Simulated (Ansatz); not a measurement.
**[BF4]− (SMILES F[B-](F)(F)F) at B3LYP/aug-cc-pVDZ**

What is the vertical ionisation energy of [BF4]− at B3LYP/aug-cc-pVDZ? 

The results are computed with Ansatz 0.2.0.

### 1 Starting point

[BF4]− has 5 atoms, charge -1, and is taken as a singlet. SMILES: `F[B-](F)(F)F`. Geometry: relaxed at PBE0-D4/def2-TZVPD.

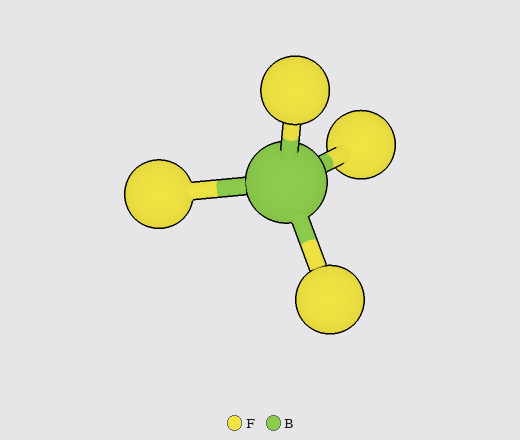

Viewed from a chosen angle; fluorine yellow, boron green.

### 2 A single-point energy at B3LYP/aug-cc-pVDZ

in.yaml reads:

```yaml
crystal:
  periodic: [false, false, false]
  atoms:
    - {symbol: F, position_ang: [-0.057100, -0.040200, 1.404000]}
    - {symbol: B, position_ang: [0.000000, 0.000000, 0.000100]}
    - {symbol: F, position_ang: [0.948900, -0.931000, -0.457200]}
    - {symbol: F, position_ang: [-1.262500, -0.319100, -0.529700]}
    - {symbol: F, position_ang: [0.370700, 1.290300, -0.417200]}
basis:
  gaussian:
    orbitals: aug-cc-pVDZ
hamiltonian:
  xc: {name: B3LYP}
total_charge: -1
accuracy: high
magnetization:
  spin_polarized: false
output: {orbitals: {seedname: orbitals}}
```

On the command line:

```sh
$ ansatz run in.yaml --threads 1 --pin off --max-ram 3480MiB --events-out events.jsonl --progress --plain --runs-dir runs
```

What it wrote:

```text
Warning: RAYON_NUM_THREADS=1 ignored (pool sized by the plan → 1); use --threads N
Functional definition: B3LYP
  name "B3LYP"
  parameter a0 = 0.2
  parameter ax = 0.72
  parameter ac = 0.81
  exchange = (1 - a0 - ax)*slater_x + ax*b88_x + a0*exact_x
  correlation = (1 - ac)*vwn_rpa_c + ac*lyp_c
2347 factors; integrals over basis functions are off by at most 2.7e-9 eV
mean field evaluation 1: about -11553.0362 eV, gradient 1.9e1 eV
mean field evaluation 2: about -11552.6861 eV, gradient 2.5e1 eV
mean field evaluation 4: about -11553.5823 eV, gradient 3.4e-1 eV
mean field evaluation 8: about -11553.6695 eV, gradient 7.0e-3 eV
mean field evaluation 16: about -11553.6695 eV, gradient 2.5e-7 eV
mean field -11553.66950523 eV, -424.5895229588 hartree, gradient 2.6e-8 eV, S^2 0.000000; 0 other end points of the search recorded, 0 dependent functions left out
reference -11553.66954213 eV, -424.5895243149 hartree; 21, 21 occupied and 94, 94 virtual orbitals, 2347 factors
Total energy: -11553.66954213 eV, -424.5895243149 hartree
```

Wall time 4.5 s (1 thread of AMD EPYC 9R45 (Zen 5), shared host); peak memory 0.42 GiB.

### 3 Doublet neutral BF4 at the same level

in.yaml reads:

```yaml
crystal:
  periodic: [false, false, false]
  atoms:
    - symbol: F
      position_ang: [-0.057100, -0.040200, 1.404000]
    - symbol: B
      position_ang: [0.000000, 0.000000, 0.000100]
    - symbol: F
      position_ang: [0.948900, -0.931000, -0.457200]
    - symbol: F
      position_ang: [-1.262500, -0.319100, -0.529700]
    - symbol: F
      position_ang: [0.370700, 1.290300, -0.417200]
basis:
  gaussian: {orbitals: aug-cc-pVDZ}
magnetization: {spin_polarized: true, initial_magnetization: 1}
hamiltonian: {xc: {name: B3LYP}}
accuracy: high
output: {orbitals: {seedname: orbitals}}
```

On the command line:

```sh
$ ansatz run in.yaml --threads 1 --pin off --max-ram 3480MiB --events-out events.jsonl --progress --plain --runs-dir runs
```

What it wrote (excerpt; [...] marks lines left out):

```text
Warning: RAYON_NUM_THREADS=1 ignored (pool sized by the plan → 1); use --threads N
[... 7 set-up lines as earlier in the session ...]
2347 factors; integrals over basis functions are off by at most 2.8e-9 eV
mean field evaluation 1: about -11544.1734 eV, gradient 2.7e1 eV
mean field evaluation 2: about -11541.6994 eV, gradient 4.0e1 eV
mean field evaluation 4: about -11546.2685 eV, gradient 2.5e0 eV
mean field evaluation 8: about -11546.3761 eV, gradient 5.1e-1 eV
mean field evaluation 16: about -11546.3810 eV, gradient 4.0e-2 eV
mean field evaluation 32: about -11546.3812 eV, gradient 3.2e-4 eV
mean field evaluation 64: about -11546.2951 eV, gradient 4.5e-1 eV
mean field -11546.38121522 eV, -424.3216832411 hartree, gradient 3.5e-8 eV, S^2 0.754782; 6 other end points of the search recorded, 0 dependent functions left out
reference -11546.38125565 eV, -424.3216847267 hartree; 21, 20 occupied and 94, 95 virtual orbitals, 2347 factors
Total energy: -11546.38125565 eV, -424.3216847267 hartree
```

Wall time 17 s (1 thread of AMD EPYC 9R45 (Zen 5), shared host); peak memory 0.55 GiB.

### 4 Summary of results

At B3LYP/aug-cc-pVDZ:

| quantity | value |
| --- | --- |
| singlet [BF4]−: total energy | -424.58952 Eh |
| singlet [BF4]−: HOMO energy | -4.46 eV |
| singlet [BF4]−: LUMO energy | 4.18 eV |
| singlet [BF4]−: HOMO–LUMO gap (to an unbound level, set by the basis) | 8.64 eV |
| doublet neutral BF4: total energy | -424.32168 Eh |
| doublet neutral BF4: HOMO energy (highest over α and β) | -11.94 eV |
| doublet neutral BF4: LUMO energy (lowest over α and β) | -10.18 eV |
| doublet neutral BF4: ⟨S²⟩ | 0.755 |
| vertical detachment energy (to the doublet neutral) | 7.288 eV |

What this shows: Removing an electron at fixed nuclei costs 7.29 eV (703 kJ/mol). −ε(HOMO) before ionisation, 4.46 eV, is 2.83 eV below this ionisation energy.
